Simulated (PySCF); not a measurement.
**UMP2/STO-6G run of SiNH4 (SMILES N[SiH2])**

Aim: the vertical ionisation energy of SiNH4 at UMP2/STO-6G, from 2 runs. The job is set up through a Python script.

The calculation is run with PySCF 2.14.0.

4 further runs of the same task are left out: 4 set aside as unsound or not needed.

### Step 1. The structure to begin with

SiNH4: 6 atoms, total charge 0, spin state doublet. As SMILES, `N[SiH2]`. Geometry: relaxed at PBE0-D4/def2-TZVP. This is one conformer, not always the lowest.

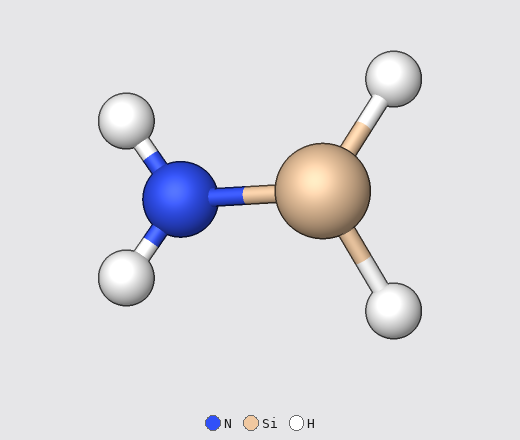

Viewed from a chosen angle; nitrogen blue, silicon light orange, hydrogen white.

### Step 2. A single-point energy at UMP2/STO-6G

File run.py:

```python
from pyscf import gto, scf, mp

mol = gto.M(
    atom=[
    ('N', (-0.062300, -0.863500, 0.020900)),
    ('Si', (0.307400, 0.815300, 0.161600)),
    ('H', (0.565000, -1.475900, -0.476400)),
    ('H', (-0.503600, -1.346500, 0.787600)),
    ('H', (0.657400, 1.307800, -1.204100)),
    ('H', (-0.921600, 1.498900, 0.664300)),
],
    verbose=4,
    charge=0,
    basis='sto-6g',
    spin=1,
    max_memory=1860,
)

myscf = scf.UHF(mol)
myscf.conv_tol = 1e-10
myscf.kernel()
if not myscf.converged:
    myscf = myscf.newton().run(myscf.mo_coeff, myscf.mo_occ)

pt = mp.MP2(myscf, frozen=6).run()
etot = pt.e_tot
print('E = %.10f Eh' % etot)
```

The run is started by

```console
OMP_NUM_THREADS=1 python run.py
```

Standard output:

```text
PySCF version 2.14.0

[INPUT] num. atoms = 6
[INPUT] num. electrons = 25
[INPUT] charge = 0
[INPUT] spin (= nelec alpha-beta = 2S) = 1
[INPUT] symmetry False subgroup None
[INPUT] Mole.unit = angstrom
[INPUT] Symbol           X                Y                Z      unit          X                Y                Z       unit  Magmom
[INPUT]  1 N     -0.062300000000  -0.863500000000   0.020900000000 AA   -0.117729937560  -1.631778508562   0.039495276003 Bohr   0.0
[INPUT]  2 Si     0.307400000000   0.815300000000   0.161600000000 AA    0.580901810691   1.540693709358   0.305379741730 Bohr   0.0
[INPUT]  3 H      0.565000000000  -1.475900000000  -0.476400000000 AA    1.067695260379  -2.789046787246  -0.900265525743 Bohr   0.0
[INPUT]  4 H     -0.503600000000  -1.346500000000   0.787600000000 AA   -0.951666076331  -2.544516226727   1.488348295707 Bohr   0.0
[INPUT]  5 H      0.657400000000   1.307800000000  -1.204100000000 AA    1.242305954289   2.471383825706  -2.275419226589 Bohr   0.0
[INPUT]  6 H     -0.921600000000   1.498900000000   0.664300000000 AA   -1.741571596399   2.832510488111   1.255345064549 Bohr   0.0

nuclear repulsion = 57.591071242576
number of shells = 12
number of NR pGTOs = 108
number of NR cGTOs = 18
basis = sto-6g
ecp = {}

******** <class 'pyscf.scf.uhf.UHF'> ********
method = UHF
initial guess = minao
damping factor = 0
level_shift factor = 0
DIIS = <class 'pyscf.scf.diis.CDIIS'>
diis_start_cycle = 1
diis_space = 8
diis_damp = 0
SCF conv_tol = 1e-10
SCF conv_tol_grad = None
SCF max_cycles = 50
direct_scf = True
direct_scf_tol = 1e-13
number electrons alpha = 13  beta = 12
Set gradient conv threshold to 1e-05
init E= -344.241120731202
[... the frontier-level lines of each cycle are left out ...]

cycle= 1 E= -344.405432978095  delta_E= -0.164  |g|= 0.191  |ddm|= 2.02
cycle= 2 E= -344.432477801151  delta_E= -0.027  |g|= 0.0526  |ddm|= 0.342
cycle= 3 E= -344.43576639321  delta_E= -0.00329  |g|= 0.0202  |ddm|= 0.11
cycle= 4 E= -344.436618250124  delta_E= -0.000852  |g|= 0.00717  |ddm|= 0.0697
cycle= 5 E= -344.436781565831  delta_E= -0.000163  |g|= 0.003  |ddm|= 0.0321
cycle= 6 E= -344.436810690824  delta_E= -2.91e-05  |g|= 0.00105  |ddm|= 0.0162
cycle= 7 E= -344.43681372243  delta_E= -3.03e-06  |g|= 0.000327  |ddm|= 0.00516
cycle= 8 E= -344.436814012931  delta_E= -2.91e-07  |g|= 7.06e-05  |ddm|= 0.00183
cycle= 9 E= -344.436814023585  delta_E= -1.07e-08  |g|= 2.44e-05  |ddm|= 0.000283
cycle= 10 E= -344.436814024972  delta_E= -1.39e-09  |g|= 5.42e-06  |ddm|= 0.000101
cycle= 11 E= -344.436814025035  delta_E= -6.22e-11  |g|= 1.69e-06  |ddm|= 2.12e-05
Extra cycle  E= -344.436814025039  delta_E= -4.21e-12  |g|= 9.85e-07  |ddm|= 3.68e-06
converged SCF energy = -344.436814025039  <S^2> = 0.75153393  2S+1 = 2.0015333

******** <class 'pyscf.mp.ump2.UMP2'> ********
nocc = (np.int64(7), np.int64(6)), nmo = (12, 12)
frozen orbitals 6
E(UMP2) = -344.513636052761  E_corr = -0.0768220277225848
E(SCS-UMP2) = -344.522241908041  E_corr = -0.0854278830026322
E_corr(same-spin) = -0.00779832722823418
E_corr(oppo-spin) = -0.0690237004943507
E = -344.5136360528 Eh
```

It took 1 s on 1 thread of Arm Neoverse V1, shared host; peak memory 0.12 GiB.

### Step 3. The singlet cation, same level

File job.py:

```python
from pyscf import gto, mp

mol = gto.Mole()
mol.atom = '''
N     -0.117730    -1.631779     0.039495
Si     0.580902     1.540694     0.305380
H      1.067695    -2.789047    -0.900266
H     -0.951666    -2.544516     1.488348
H      1.242306     2.471384    -2.275419
H     -1.741572     2.832510     1.255345
'''
mol.unit = 'bohr'
mol.charge = 1
mol.basis = 'sto-6g'
mol.max_memory = 1860
mol.verbose = 4
mol.build()

mf = mol.RHF()
mf.conv_tol = 1e-10
mf.kernel()
if not mf.converged:
    mf = mf.newton().run(mf.mo_coeff, mf.mo_occ)

pt = mp.MP2(mf, frozen=6).run()
e_final = pt.e_tot
print('E(%s) = %.9f' % ('MP2', e_final))
```

The run is started by

```console
OMP_NUM_THREADS=1 python job.py
```

Standard output:

```text
PySCF version 2.14.0

[INPUT] num. atoms = 6
[INPUT] num. electrons = 24
[INPUT] charge = 1
[INPUT] spin (= nelec alpha-beta = 2S) = 0
[INPUT] symmetry False subgroup None
[INPUT] Mole.unit = bohr
[INPUT] Symbol           X                Y                Z      unit          X                Y                Z       unit  Magmom
[INPUT]  1 N     -0.062300033042  -0.863500260058   0.020899853945 AA   -0.117730000000  -1.631779000000   0.039495000000 Bohr   0.0
[INPUT]  2 Si     0.307400100178   0.815300153801   0.161600136671 AA    0.580902000000   1.540694000000   0.305380000000 Bohr   0.0
[INPUT]  3 H      0.564999862213  -1.475900112585  -0.476400250966 AA    1.067695000000  -2.789047000000  -0.900266000000 Bohr   0.0
[INPUT]  4 H     -0.503599959607  -1.346499880021   0.787599843518 AA   -0.951666000000  -2.544516000000   1.488348000000 Bohr   0.0
[INPUT]  5 H      0.657400024189   1.307800092232  -1.204099880094 AA    1.242306000000   2.471384000000  -2.275419000000 Bohr   0.0
[INPUT]  6 H     -0.921600213576   1.498899741703   0.664299965842 AA   -1.741572000000   2.832510000000   1.255345000000 Bohr   0.0

nuclear repulsion = 57.5910640212197
number of shells = 12
number of NR pGTOs = 108
number of NR cGTOs = 18
basis = sto-6g
ecp = {}

******** <class 'pyscf.scf.hf.RHF'> ********
method = RHF
initial guess = minao
damping factor = 0
level_shift factor = 0
DIIS = <class 'pyscf.scf.diis.CDIIS'>
diis_start_cycle = 1
diis_space = 8
diis_damp = 0
SCF conv_tol = 1e-10
SCF conv_tol_grad = None
SCF max_cycles = 50
direct_scf = True
direct_scf_tol = 1e-13
Set gradient conv threshold to 1e-05
Initial guess from minao.
init E= -344.241120466394
  HOMO = -0.305009947080131  LUMO = -0.0122735646161617  gap/eV = 7.96576
cycle= 1 E= -344.22634103942  delta_E= 0.0148  |g|= 0.258  |ddm|= 2.72
  HOMO = -0.573447167018827  LUMO = -0.176529639140271  gap/eV = 10.80068
cycle= 2 E= -344.248540219169  delta_E= -0.0222  |g|= 0.141  |ddm|= 0.572
  HOMO = -0.621082126930525  LUMO = -0.161455946702197  gap/eV = 12.50707
cycle= 3 E= -344.255057423382  delta_E= -0.00652  |g|= 0.0209  |ddm|= 0.203
  HOMO = -0.611392252218442  LUMO = -0.152340944484467  gap/eV = 12.49142
cycle= 4 E= -344.255323029249  delta_E= -0.000266  |g|= 0.005  |ddm|= 0.044
  HOMO = -0.613076013480162  LUMO = -0.153439502588335  gap/eV = 12.50735
cycle= 5 E= -344.2553511054  delta_E= -2.81e-05  |g|= 0.00183  |ddm|= 0.0157
  HOMO = -0.613197287961829  LUMO = -0.153450678509594  gap/eV = 12.51034
cycle= 6 E= -344.255355811296  delta_E= -4.71e-06  |g|= 0.000395  |ddm|= 0.00759
  HOMO = -0.61325981670166  LUMO = -0.153382137240995  gap/eV = 12.51391
cycle= 7 E= -344.255356031797  delta_E= -2.21e-07  |g|= 5.68e-05  |ddm|= 0.00174
  HOMO = -0.613265643270927  LUMO = -0.153392017641732  gap/eV = 12.51380
cycle= 8 E= -344.255356035419  delta_E= -3.62e-09  |g|= 1.71e-05  |ddm|= 0.000212
  HOMO = -0.613266986878365  LUMO = -0.153393219929753  gap/eV = 12.51380
cycle= 9 E= -344.255356035693  delta_E= -2.73e-10  |g|= 4.33e-06  |ddm|= 6.01e-05
  HOMO = -0.613266135146007  LUMO = -0.153393674349759  gap/eV = 12.51377
cycle= 10 E= -344.255356035715  delta_E= -2.23e-11  |g|= 9.61e-07  |ddm|= 1.98e-05
  HOMO = -0.613266079582701  LUMO = -0.153393806837467  gap/eV = 12.51376
Extra cycle  E= -344.255356035716  delta_E= -1.08e-12  |g|= 4.13e-07  |ddm|= 2.15e-06
converged SCF energy = -344.255356035716

******** <class 'pyscf.mp.mp2.RMP2'> ********
nocc = 6, nmo = 12
frozen orbitals 6
E(RMP2) = -344.367537483865  E_corr = -0.112181448149113
E(SCS-RMP2) = -344.376980221477  E_corr = -0.121624185760987
E_corr(same-spin) = -0.0149925600207102
E_corr(oppo-spin) = -0.0971888881284031
E(MP2) = -344.367537484
```

It took 1 s on 1 thread of Arm Neoverse V1, shared host; peak memory 0.12 GiB.

### Step 4. What came out

At UMP2/STO-6G, 6 core orbitals frozen:

```
                                                                 quantity          value
                                              doublet SiNH4: total energy  -344.51364 Eh
                      doublet SiNH4: dipole moment (Hartree–Fock density)         1.60 D
doublet SiNH4: HOMO energy (Hartree–Fock orbitals) (highest over α and β)       -5.54 eV
 doublet SiNH4: LUMO energy (Hartree–Fock orbitals) (lowest over α and β)        6.57 eV
               doublet SiNH4: correlation energy (6 core orbitals frozen)      -76.8 mEh
                         doublet SiNH4: ⟨S²⟩ of the reference determinant          0.752
                                             singlet cation: total energy  -344.36754 Eh
                      singlet cation: HOMO energy (Hartree–Fock orbitals)      -16.69 eV
                      singlet cation: LUMO energy (Hartree–Fock orbitals)       -4.17 eV
                    singlet cation: HOMO–LUMO gap (Hartree–Fock orbitals)       12.51 eV
              singlet cation: correlation energy (6 core orbitals frozen)     -112.2 mEh
                       vertical ionisation energy (to the singlet cation)       3.976 eV
```

**Reading.** The vertical ionisation energy comes to 3.98 eV (384 kJ/mol). Only the singlet of the ionised species was computed; a triplet could lie lower. In a minimal basis such a difference can be off by several eV, whatever the method.
